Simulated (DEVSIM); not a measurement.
Device: GaAs n-i-p diode, at 300 K.

| layer (left to right) | material | thickness (μm) | Nd (cm⁻³) | Na (cm⁻³) | τn (s) | τp (s) |
|---|---|---|---|---|---|---|
| 1 | GaAs | 0.860 | 1.7e17 | - | 5.2e-10 | 5.2e-10 |
| 2 | GaAs | 0.260 | - | 5.2e13 | 1.6e-11 | 5.2e-10 |
| 3 | GaAs | 5.00 | - | 6.7e17 | 5.2e-10 | 5.2e-10 |

Left contact: ohmic. Right contact: ohmic. Voltage is applied to the left contact. Recombination: SRH at mid-gap, Auger. Mobility is μmin + (μ − μmin)/(1 + (N/Nref)^α).

The device is made up for the run: typed textbook-type constants, with dimensions and the other settings drawn at random. Values at 300 K.

| parameter | GaAs |
|---|---|
| gap (eV) | 1.424 |
| affinity (eV) | 4.07 |
| permittivity | 12.9 |
| Nc (cm⁻³) | 4.7e17 |
| Nv (cm⁻³) | 9e18 |
| μn (cm²/Vs) | 8500 |
| μp (cm²/Vs) | 400 |
| μn,min | 500 |
| μp,min | 20 |
| Nref,n | 6e16 |
| Nref,p | 1.5e17 |
| αn | 0.39 |
| αp | 0.38 |
| Cn (cm⁶/s) | 1e-30 |
| Cp (cm⁶/s) | 1e-30 |

DEVSIM, 1D drift-diffusion, Boltzmann statistics, complete ionisation; no tunnelling, impact ionisation, image-force lowering or self-heating.

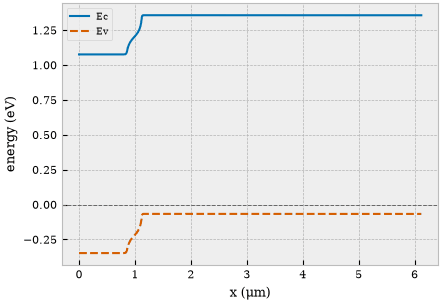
Figure: Band edges at -1.05 V on the left contact

Energies count from the Fermi level of the right contact; mesh points crowd at the junctions.

```tsv
x (μm)	Ec (eV)	Ev (eV)	n (cm⁻³)	p (cm⁻³)	field (V/cm)
0.000	1.076	-0.348	1.7e17	< 1e2	≈ 0
0.03170	1.076	-0.348	1.7e17	3.1e11	≈ 0
0.1029	1.076	-0.348	1.7e17	1.0e12	≈ 0
0.2626	1.076	-0.348	1.7e17	2.7e12	≈ 0
0.6394	1.076	-0.348	1.7e17	7.9e12	≈ 0
0.7759	1.076	-0.348	1.7e17	1.1e13	≈ 0
0.8366	1.080	-0.344	1.5e17	1.4e13	3100
0.8730	1.125	-0.299	2.6e16	8.2e13	14000
0.9160	1.165	-0.259	5.6e15	3.8e14	6600
1.000	1.207	-0.217	1.1e15	2.0e15	4600
1.075	1.252	-0.172	1.9e14	1.2e16	9100
1.119	1.330	-0.094	9.3e12	2.3e17	41000
1.150	1.357	-0.067	3.2e12	6.7e17	180
1.223	1.357	-0.067	3.1e12	6.7e17	≈ 0
1.490	1.357	-0.067	2.7e12	6.7e17	≈ 0
2.017	1.357	-0.067	2.0e12	6.7e17	≈ 0
3.249	1.357	-0.067	1.0e12	6.7e17	≈ 0
4.875	1.357	-0.067	3.4e11	6.7e17	≈ 0
5.735	1.357	-0.067	9.8e10	6.7e17	≈ 0
5.969	1.357	-0.067	3.8e10	6.7e17	≈ 0
6.069	1.357	-0.067	1.3e10	6.7e17	≈ 0
6.120	1.357	-0.067	< 1e2	6.7e17	≈ 0
```
